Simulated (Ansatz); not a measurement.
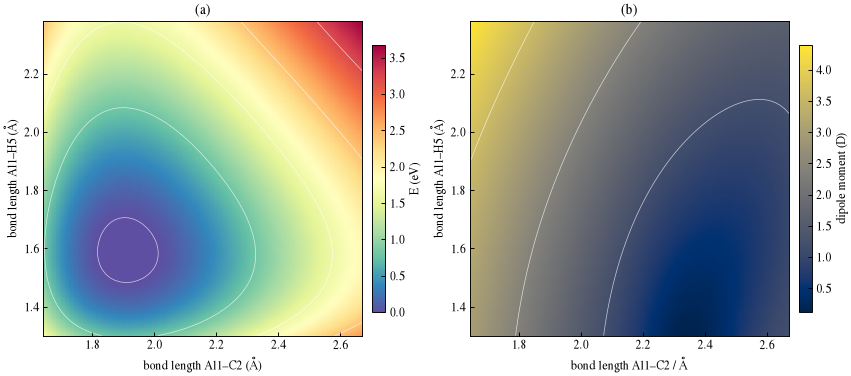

CH₄AlClSi, SMILES [AlH2][CH]=[SiH]Cl. Coordinates scanned: (1) bond length Al1–C2; (2) bond length Al1–H5. Nothing is relaxed (all other coordinates rigid). Grid: 7 × 7 points. Points are written as (first, second). Energies: eV, counted from the lowest grid point. The reference is spin-restricted, which grows unreliable where a bond is stretched far. Theory: RKS PBE0-D4/def2-TZVP (Ansatz).

Panel (a) is the energy and panel (b) the computed dipole moment on the same grid.

In the figure: a smooth colour map with a few white contour lines. Between grid points the surface is interpolated.

### How does the dipole moment vary over the map, and what is it at the lowest grid point?

Leaving out the highest fifth of the energies, it runs from 0.13 D at (2.327 Å, 1.30 Å) to 4.08 D at (1.641 Å, 2.20 Å). At the lowest grid point, (1.984 Å, 1.66 Å), it is 1.89 D.

| bond length Al1–H5 ↓, bond length Al1–C2 → | 1.641 | 1.812 | 1.984 | 2.156 | 2.327 | 2.499 | 2.671 |
| --- | --- | --- | --- | --- | --- | --- | --- |
| 2.38 | 4.40 | 3.74 | 3.10 | 2.52 | 2.04 | 1.72 | 1.61 |
| 2.20 | 4.08 | 3.42 | 2.76 | 2.16 | 1.68 | 1.39 | 1.36 |
| 2.02 | 3.79 | 3.11 | 2.44 | 1.82 | 1.32 | 1.07 | 1.16 |
| 1.84 | 3.53 | 2.84 | 2.15 | 1.50 | 0.97 | 0.78 | 1.04 |
| 1.66 | 3.31 | 2.61 | 1.89 | 1.21 | 0.65 | 0.58 | 1.02 |
| 1.48 | 3.14 | 2.43 | 1.70 | 0.98 | 0.36 | 0.50 | 1.09 |
| 1.30 | 3.02 | 2.30 | 1.56 | 0.83 | 0.13 | 0.56 | 1.20 |
